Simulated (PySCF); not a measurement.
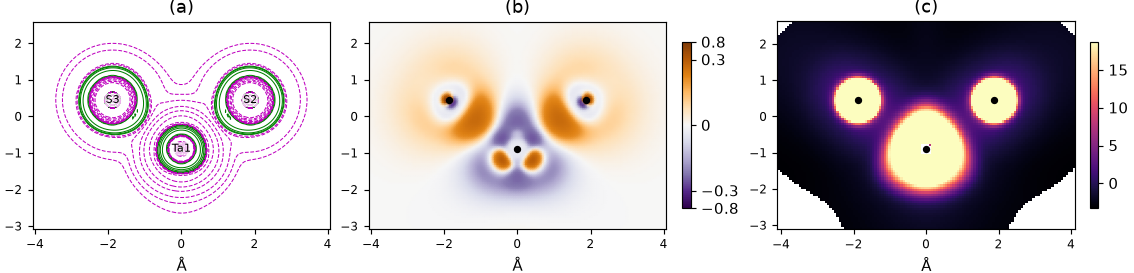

*[TaS4]3- (S$_{4}$Ta, charge −3). Three fields in the plane of Ta1, S2 and S3. (a): solid green lines positive, dashed magenta lines negative. (b): orange positive, purple negative.*

PySCF calculation, CAM-B3LYP/def2-SVPD, gas phase; geometry: GFN2-xTB. Core potentials replace the inner electrons of Ta; spin–orbit coupling isn't included. The highest occupied orbitals have positive energy: in the gas phase this ion holds its electrons only through the finite basis. This is a single-reference result, which may miss multireference character in this system. No frequency check shows the geometry to be a minimum. GFN2-xTB bond lengths at metals and heavier atoms can be off by up to 0.1 Å and shapes distorted, which carries into these values.

Input

```python
import numpy as np
from pyscf import gto, scf, dft
from pyscf.scf import atom_ks, atom_hf
from scipy.linalg import block_diag

def solve(mol, dm0=None, hcore=None):
    mf = (dft.UKS if mol.spin else dft.RKS)(mol, xc='camb3lyp')
    mf.grids.level = 3
    mf = mf.density_fit(auxbasis='def2-universal-jkfit')
    mf.conv_tol, mf.max_cycle = 1e-8, 80
    if hcore is not None:
        mf.get_hcore = lambda *args: hcore
    mf.kernel(dm0)
    if not mf.converged:
        mf = mf.newton().run(mf.mo_coeff, mf.mo_occ, max_cycle=30)
    assert mf.converged, 'SCF not converged'
    return mf

mol = gto.M(atom='''
Ta    -0.00002    -0.00087     0.00001
S      0.72901     1.33153    -1.73398
S     -0.72890     1.33152     1.73399
S      1.73573    -1.32959     0.72819
S     -1.73575    -1.32948    -0.72825
''', basis='def2-svpd', ecp={'Ta': 'def2-svpd'}, charge=-3, spin=0, verbose=4)
mf = solve(mol)
mf.analyze()
# spherically averaged free atoms, for the promolecule
atom_ks.AtomSphAverageRKS.init_guess_by_vsap = lambda self, mol=None: self.init_guess_by_minao(mol)  # core potentials
atm = atom_ks.get_atm_nrks(mol, xc='camb3lyp')
pro = block_diag(*[(atm[a[0]][2] * atm[a[0]][3]) @ atm[a[0]][2].T for a in mol._atom])
np.savez('result.npz', e=mf.e_tot, c=mf.mo_coeff, occ=mf.mo_occ, eps=mf.mo_energy, pro=pro, dip=mf.dip_moment(verbose=0), s2=mf.spin_square()[0])
```

Launched as:

```sh
OMP_NUM_THREADS=1 python input.py
```

The run took 42 s on 1 thread of Arm Neoverse V1, on a shared host, peak memory 0.63 GiB.

Partitions, critical points and surface values were worked out afterwards from this run's density.

Q: The panels show, in some order, the negative Laplacian of the density (−∇²ρ), deformation density and average local ionisation energy. Which is which?

A: (a) is the negative Laplacian of the density (−∇²ρ): shells alternate in sign around each nucleus and valence concentrations outline the bonding and non-bonding pairs. (b) is the deformation density: it has both signs, with gains where valence electrons gather and losses around them. (c) is the average local ionisation energy: it is high near the heavier nuclei and lowest where loosely bound electrons reach out.
